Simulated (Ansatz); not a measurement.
Relaxed Se (trigonal-Se type, space group P3_121):

```
Se
1.0
    4.52940     0.00000     0.00000
   -2.26470     3.92257     0.00000
    0.00000     0.00000     5.04244
Se
3
Cartesian
  0.98925   0.00000   4.20203
 -0.49463   0.85672   0.84041
  1.77007   3.06586   2.52122
```

Scan: atom 2 (Se, nearest neighbour Se at 2.400 Å; its periodic images, 4.5 Å or more away, move with it) is displaced along Cartesian [110], direction (0.707, 0.707, 0.000) in Cartesian axes, by s. The other atoms stay.

These are PBE (plane waves to 420 eV, PAW, scalar-relativistic; Ansatz, a quantum-chemistry and plane-wave program) values and carry that method's errors. k mesh 7×7×5 (Γ-centred), Fermi-Dirac smearing 0.05 eV. E stands for the smeared free energy. As the smearing reaches across the gap at some points, energies and forces of such displacements shift with the k mesh and the smearing. F∥ is the force on the atom along that direction. Se was relaxed with its symmetry unable to fall. The PAW data are Ansatz's earlier set. The zero of ΔE is the undisplaced structure.

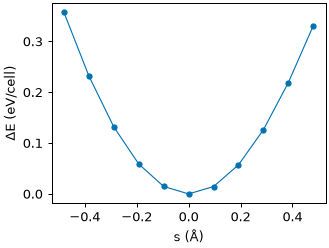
Figure. ΔE (eV/cell) against s (Å); one marker a computed point.

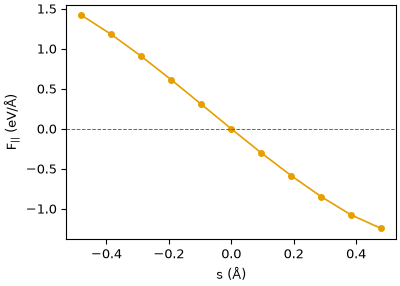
*F∥ (eV/Å) against s (Å); computed points joined by lines.*

The energy at s = 0.480 Å comes out as 331 meV/cell and the force along the line at s = -0.480 Å is 1.42 eV/Å. The force constant k = d²E/ds² at s = 0 (finite differences) is 3.18 eV/Å². Shape of the curve: a single well with its minimum at or next to zero displacement. Symmetry of the curve: not even: the negative side lies higher at ±0.480 Å.

With its periodic images moving along, the atom's site symmetry in this cell is 2.

(For displaced atoms, the force is minus the slope of the energy, and its curvature is a force constant, which sets phonon frequencies.)
